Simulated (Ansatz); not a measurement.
| atom | x (Å) | y (Å) | z (Å) |
| --- | --- | --- | --- |
| Ga | 0.0000 | -0.0001 | -0.0001 |
| F | 0.0111 | -0.0181 | 1.7956 |
| F | 1.6896 | 0.0107 | -0.6080 |
| F | -0.8541 | 1.4696 | -0.5793 |
| F | -0.8467 | -1.4621 | -0.6083 |

Geometry: PBE0-D4/def2-SVPD.

These are results of Ansatz, RKS PBE0-D4/def2-TZVPD, not measurements.

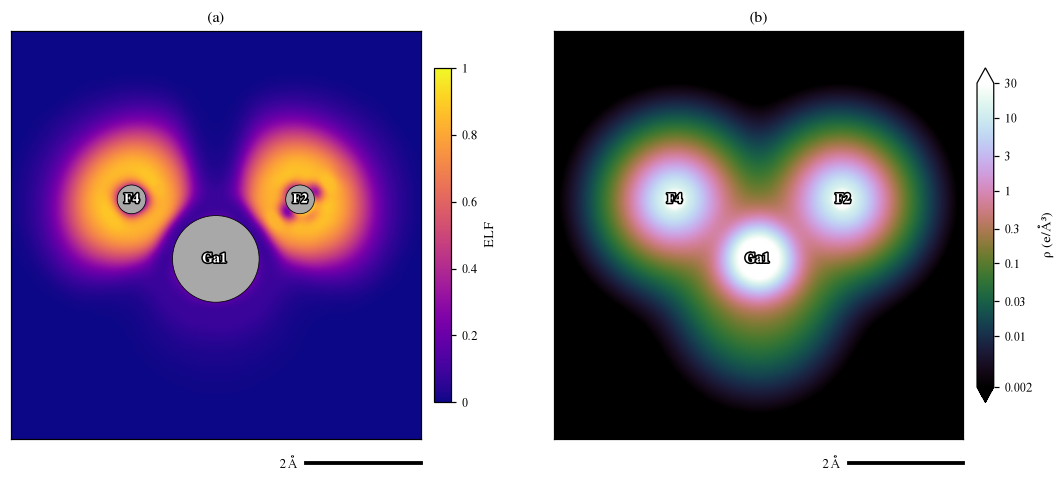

F₄Ga (charge −1). (a) electron localisation function; (b) total electron density on the plane of atoms F2, Ga1 and F4. Grey discs cover the atomic cores in the ELF map.

What does the map show?

- The section cuts through Ga and F sites.
- Ga–F (1.80 Å): ρ at the midpoint is about 0.79 e/Å³; the ELF peaks at about 0.85 in the valence shell of F, 0.6 Å from its nucleus, and is about 0.15 at the midpoint.
- The ELF also peaks beside F4 and F2, away from the bonds: lone-pair regions.
